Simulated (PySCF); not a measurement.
# C₅H₇ClN₂Si (SMILES Cc1cnnc([SiH3])c1Cl): what the fields show

```xyz
16

C    -2.3152   -1.1072    0.0109
C    -1.2083   -0.1223   -0.1452
C    -1.4113    1.1840   -0.6066
N    -0.4446    2.0643   -0.7489
N     0.7815    1.7539   -0.4589
C     1.1023    0.5494   -0.0134
Si    2.9299    0.2305    0.3712
C     0.1121   -0.4209    0.1550
Cl    0.5645   -1.9815    0.7388
H    -2.3736   -1.4407    1.0463
H    -2.1214   -1.9851   -0.6040
H    -3.2671   -0.6704   -0.2785
H    -2.4012    1.5301   -0.8717
H     3.0261   -0.1458    1.7836
H     3.6487    1.4601    0.0743
H     3.3700   -0.8895   -0.4643
```

Geometry: GFN2-xTB.

All numbers below come from CAM-B3LYP/def2-SVPD, SCF density, gas phase in PySCF 2.14.0.

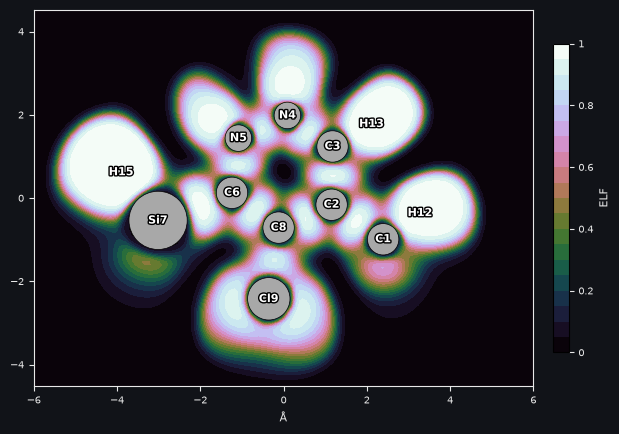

Figure 1. ELF on the plane of atoms C2, C8 and C6. Grey discs cover the atomic cores.

What do the fields say about this system?

Answer.
- The section cuts through C, N, Si, Cl and H sites.
- N–N (1.30 Å): the ELF peaks at about 0.90 between the atoms (localised, covalent bonding).
- C–N (1.32 Å): the ELF peaks at about 0.90 between the atoms: localised, covalent bonding.
- C–C (1.39 Å): the ELF peaks at about 0.95 between the atoms, as expected for a covalent bond.
- C–Cl (1.73 Å): the ELF peaks at about 0.90 between the atoms; a covalent bond.
- C–Si (1.89 Å): the ELF peaks at about 1 between the atoms, as expected for a shared electron pair.
- The ELF also peaks beside Cl9, N5 and N4, away from the bonds: lone-pair regions.

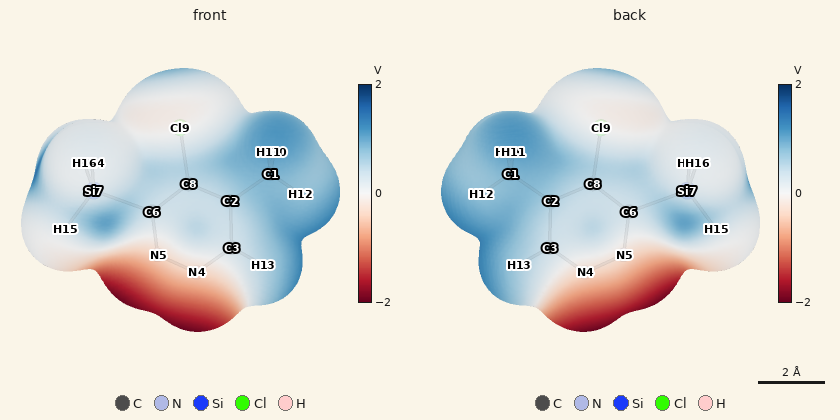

Figure 2. The electrostatic potential painted on the density surface at 0.002 e/bohr³, seen from the front and from behind; the colour scale runs from red (negative) to blue (positive).

Where is the surface potential most negative and most positive?

Answer. The most negative region (about −1.9 V) lies over N4 and N5, the most positive (about +1.3 V) over Si7, H12 and H13. Cl9 shows a σ-hole: about +0.9 V at the tip opposite its bond, against about +0.1 V on its flanks.
